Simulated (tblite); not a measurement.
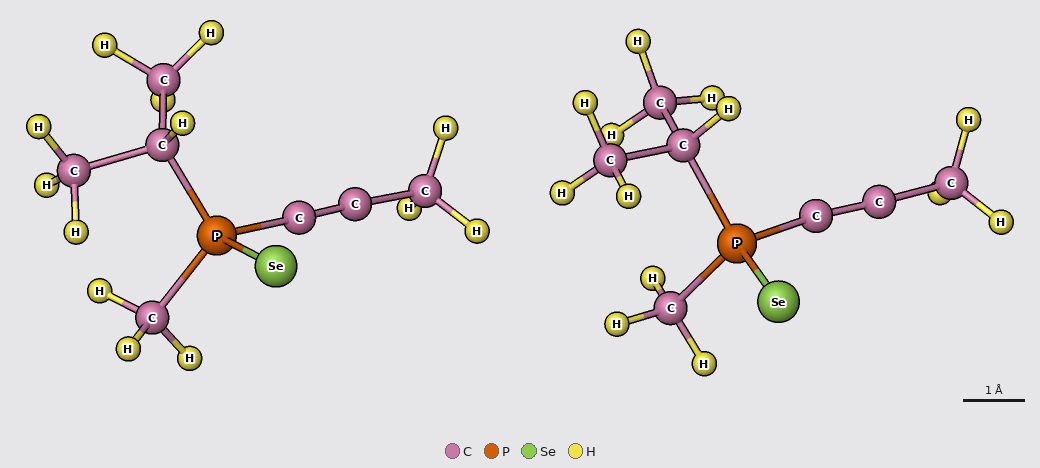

Two geometries of C$_{7}$H$_{13}$PSe, drawn at one scale. One is the start of a relaxation, the other its converged end. The picture is a ball-and-stick view, seen at a tilt.

Level of theory: tblite 0.8.0, GFN2-xTB geometry optimisation, gas phase. 

Question: Which geometry has the lower energy?

Answer: The right one is the relaxed one. The energy falls by 27.2 kcal/mol in 153 geometry steps. The atom that moves furthest after the best rigid fit is an H atom (1.66 Å). By element the largest moves are H 1.66 Å, C 0.70 Å, Se 0.69 Å, P 0.13 Å. Some distances before and after: P–Se 2.272 → 2.095 Å, C–P 1.778 → 1.860 Å, C–H 1.129 → 1.089 Å, C–C 1.481 → 1.441 Å. Among the angles between lasting bonds that change: Se–P–C 102.0° → 114.3°, C–C–P 178.9° → 168.4°, C–P–C 112.5° → 103.3°. Groups turn about C–C by about 35°, C–P by about 35°.
